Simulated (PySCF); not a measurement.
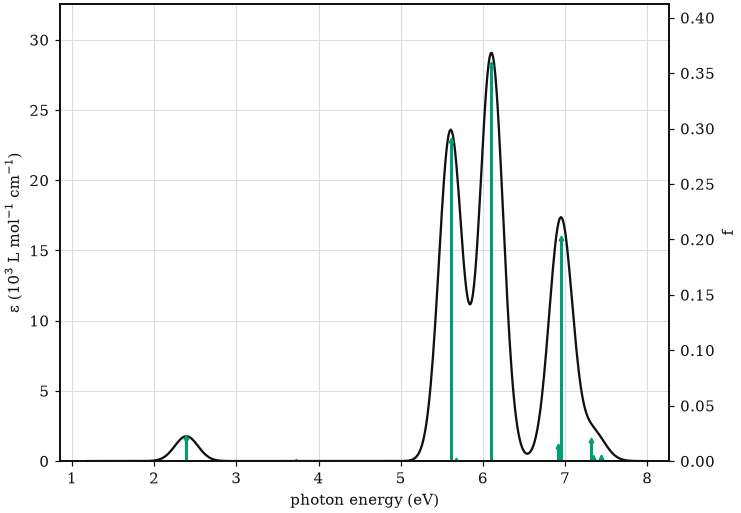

Vertical TDDFT excitations, CAM-B3LYP/def2-SVPD, PySCF, at a PBE0-D3(BJ)/def2-SVP geometry (no frequency check), gas phase. Only the first 10 singlet excitations are included; each is broadened by a Gaussian of 1/e half-width 0.20 eV. Sticks give oscillator strengths (right axis).

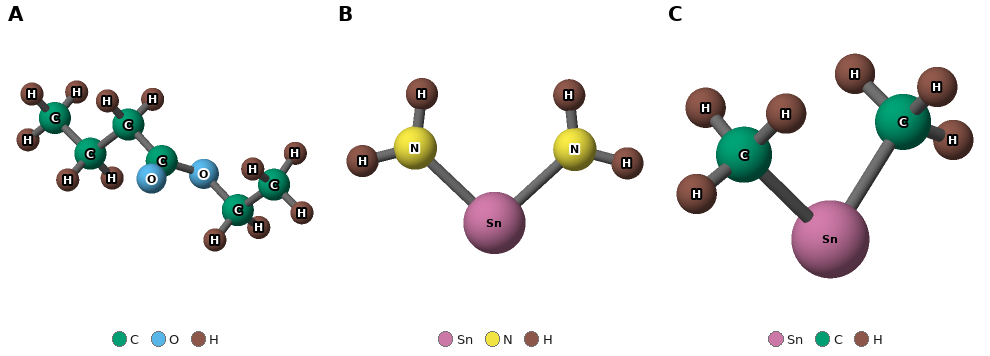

> Whose absorption spectrum is this? Choose among the lettered structures.

Structure C, C₂H₆Sn, SMILES [CH3][Sn][CH3], singlet. Its lowest singlet lies at 2.39 eV (f = 0.022) and the brightest of those computed is S5 at 6.10 eV (203 nm), f = 0.359, mainly HOMO → LUMO+3 (93 %).

Note: effective core potentials, which hold scalar relativity, on atoms heavier than Kr; states above the negative HOMO energy depend on the basis; spin-orbit coupling is left out, and with Sn it can shift these levels and split any degenerate set; core orbitals are frozen in the response.
